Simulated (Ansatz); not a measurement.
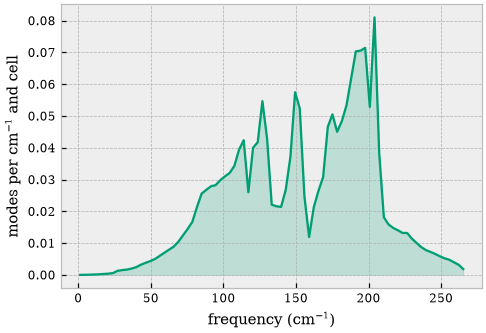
*Phonon density of states of NaCl in the rock salt structure; finite displacements on a 6×6×6 mesh, LDA in Ansatz (a program for electronic structure), k mesh 6×6×6*

Task: Where is the tallest peak, and is there a gap in the spectrum?

Result: The tallest peak lies near 200 cm⁻¹. No clear gap shows at this resolution.
